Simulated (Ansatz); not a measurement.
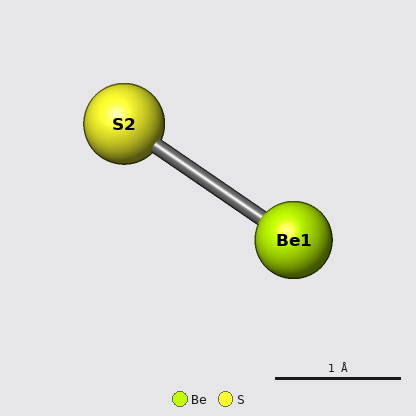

The species is neutral and a spin singlet. Geometry: a fixed input geometry, not necessarily a minimum. Basis: cc-pCVTZ on Be; cc-pV(T+d)Z on S. Computed at fixed atoms with Ansatz. R, U and RO name restricted, unrestricted and restricted open-shell orbitals; core potentials come with def2 and Stuttgart sets past Kr, some runs use density fitting (about 1 meV), and each entry rests on the lowest determinant that the runs found.

```xyz
2
charge 0, multiplicity 1
Be    0.0000    0.0000   -0.8536
S     0.0000    0.0000    0.8536
```

Give total energies (hartree) and correlation energies for R-BCCD(T) (5 frozen); R-CCSD(T) (5 frozen); U-BCCD(T) (5 frozen); U-CCSD(T) (5 frozen).

| method | energy (Eh) | correlation (mEh) |
| --- | --- | --- |
| R-BCCD(T) (5 frozen) | -412.4284 | – |
| U-BCCD(T) (5 frozen) | -412.4284 | – |
| R-CCSD(T) (5 frozen) | -412.4284 | -285.4 |
| U-CCSD(T) (5 frozen) | -412.4284 | -285.4 |
